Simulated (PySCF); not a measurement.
C3H11FSi2

```xyz
17

F     1.4073   -1.9330   -1.0193
C     1.9440   -0.8413   -0.3753
C     1.0023    0.3502   -0.4623
C    -0.2065    0.2493    0.4684
Si   -1.2395   -1.3347    0.1808
Si   -1.2561    1.8347    0.3365
H     2.1188   -1.1456    0.6618
H     2.9002   -0.6354   -0.8693
H     1.5861    1.2446   -0.2259
H     0.6680    0.4373   -1.4986
H     0.1729    0.2009    1.4957
H    -2.5038   -1.1724    0.9069
H    -0.5608   -2.5104    0.7251
H    -1.5015   -1.4845   -1.2481
H    -1.7895    1.9668   -1.0207
H    -0.4013    2.9930    0.6259
H    -2.3477    1.7924    1.3086
```

Geometry: GFN2-xTB.

Method: PySCF 2.14.0, CAM-B3LYP/def2-SVPD, SCF density, gas phase.

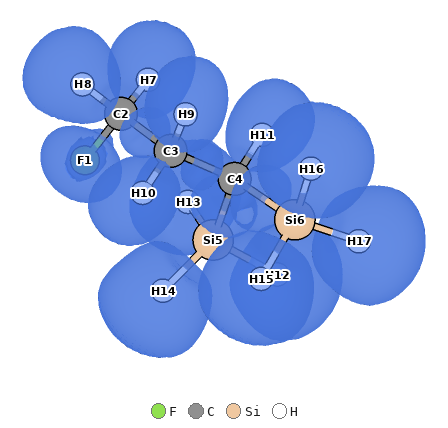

Figure 1. Isosurface of the electron localisation function at 0.75 (blue), seen at an oblique angle. Only the valence region is drawn (cores and ρ < 0.01 e/Å³ removed).

> Identify the bonds, lone pairs and shells in this picture.

The ELF exceeds this value in two regions between bonded C–C atoms (shared pairs), eleven regions around hydrogen nuclei, one region on C in which the atom's valence shell and bonds are merged and one region on F in which the atom's valence shell and bonds are merged. Profiles from the grid: C–F (1.38 Å): the ELF peaks at about 0.85 between the atoms; a shared but strongly polarised pair. C–C (1.52 Å): the ELF peaks at about 0.95 between the atoms, as expected for a covalent bond.

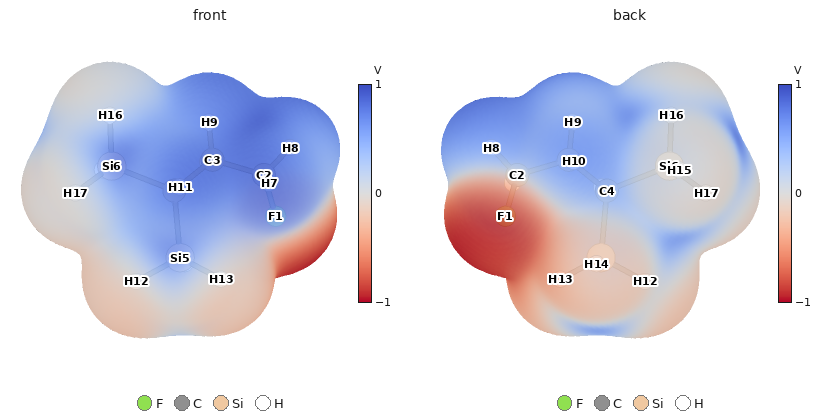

Figure 2. The molecular electrostatic potential painted on the density surface at 0.001 e/bohr³, seen from the front and from behind; red is negative and blue positive.

> Describe the electrostatic potential map.

The most negative region (about −0.9 V, or −21 kcal/mol for a unit charge) lies over F1, the most positive (about +0.8 V, or +18 kcal/mol for a unit charge) over C2, C3, H7 and H9.

> What dipole moment does the calculation give?

Its dipole moment is 2.04 D.

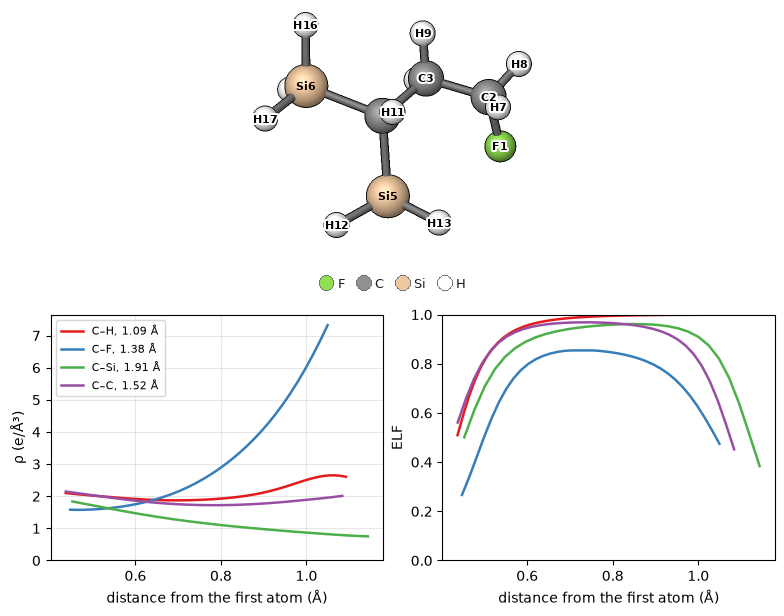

Figure 3. Electron density and electron localisation function along straight lines between neighbouring atoms. The curves leave out the atomic cores. The structure is drawn too.

> What kind of bonding do the profiles show?

C–H (1.09 Å): the density is about 2 e/Å³ at the midpoint; the ELF climbs to about 1 towards the hydrogen, as it does in any bond to H: an ordinary covalent bond to hydrogen.
C–F (1.38 Å): the density is about 2.1 e/Å³ at the midpoint, with its minimum of 1.6 e/Å³ about 0.5 Å from C; the ELF peaks at about 0.85 between the atoms: a shared but strongly polarised pair.
C–Si (1.91 Å): ρ at the midpoint is about 0.92 e/Å³; the ELF peaks at about 0.95 between the atoms, as expected for a shared electron pair.
C–C (1.52 Å): ρ is about 1.7 e/Å³ halfway; the ELF peaks at about 0.95 between the atoms (a shared electron pair).
